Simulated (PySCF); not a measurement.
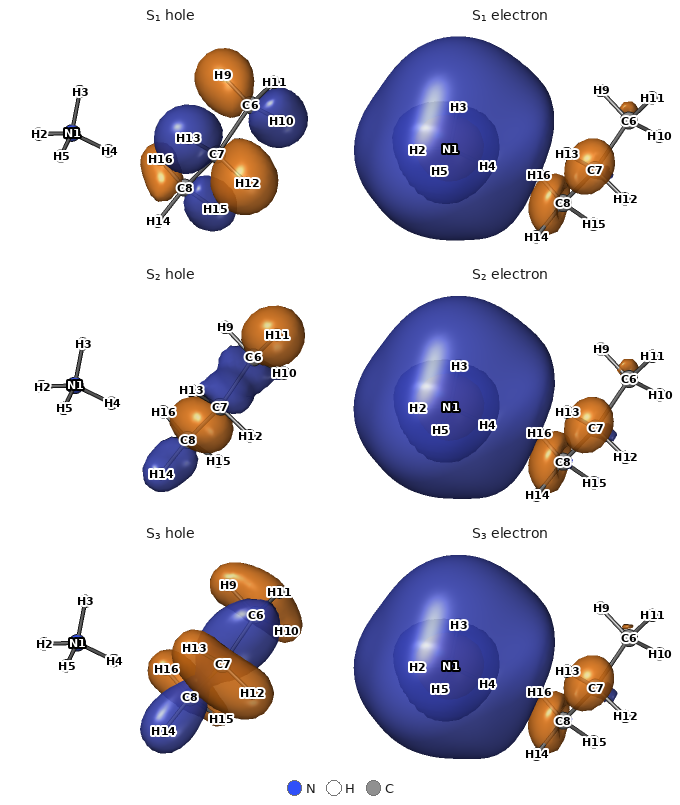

*C₃H₁₂N, charge +1, SMILES `[NH4+].CCC`. Leading natural transition orbitals (TDA singlet states).*

PySCF calculation, CAM-B3LYP/def2-SVP, gas phase; geometry: GFN2-xTB. The pair's geometry is semi-empirical, so its contact may be too short or too long. Without diffuse functions Rydberg states are missing, so the states' numbers hold for this basis only.

> Give the energy and character of each state.

By state:
- S₁: 7.97 eV (156 nm), f = 0.003, charge transfer; the leading pair carries 100 %; hole on C7 (25 %), C6 (15 %) and H13 (13 %), electron on H3 (21 %), N1 (20 %) and H5 (17 %); their centroids lie 3.2 Å apart.
- S₂: 8.20 eV (151 nm), f = 0.008, charge transfer; the leading pair carries 100 %; hole on C6 (24 %), C8 (22 %) and C7 (21 %), electron on H3 (20 %), N1 (20 %) and H5 (16 %); their centroids lie 3.2 Å apart; S₃ lies within 0.1 eV of it.
- S₃: 8.30 eV (149 nm), f = 0.007, charge transfer; the leading pair carries 100 %; hole on C7 (28 %), C6 (24 %) and C8 (12 %), electron on H3 (20 %), N1 (20 %) and H5 (17 %); their centroids lie 3.1 Å apart; S₂ lies within 0.1 eV of it.
